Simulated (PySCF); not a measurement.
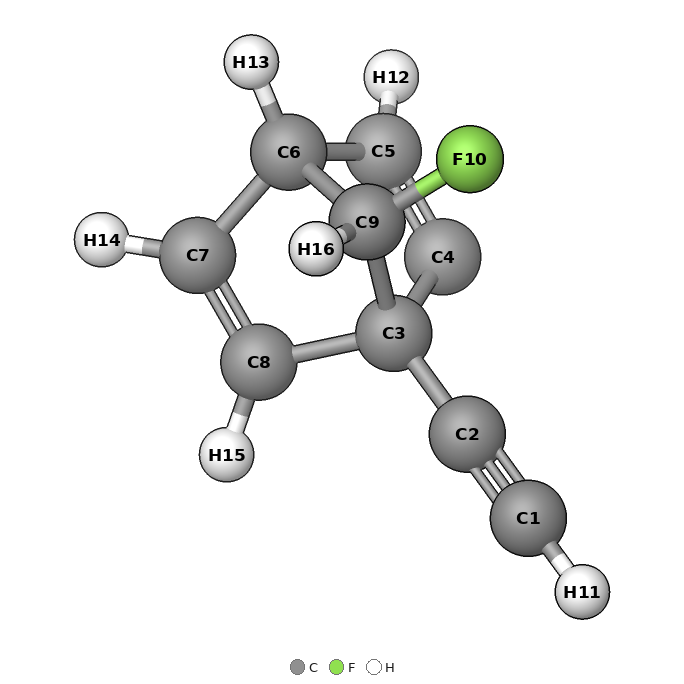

The species is neutral and a spin doublet. The geometry was computed by an optimisation with GFN2-xTB. No frequency run is at hand to confirm it as a minimum. Computed with UKS B3LYP, pcH-1 on C F H, non-relativistic (PySCF 2.14.0). Fermi-contact and spin-dipolar terms alone, no spin-orbit part.

Which nucleus has the largest dipolar (anisotropic) hyperfine coupling?

Answer. 13C at C4: principal values −77.4, −51.6, 129.0 MHz.

List the isotropic and dipolar parts for the most strongly coupled nuclei, one of each equivalent set.

```csv
atom,isotope,a_iso (MHz),dipolar part (MHz)
C4,13C,490.6,"−77.4, −51.6, 129.0"
C5,13C,31.2,"−24.7, 2.3, 22.4"
C3,13C,36.3,"−8.4, −6.9, 15.3"
C6,13C,55.6,"−7.3, −6.2, 13.4"
H12,1H,39.0,"−6.4, −4.7, 11.1"
F10,19F,−2.7,"−6.0, −4.0, 10.0"
C9,13C,20.6,"−3.4, −2.2, 5.5"
H13,1H,8.2,"−4.3, −1.2, 5.5"
```
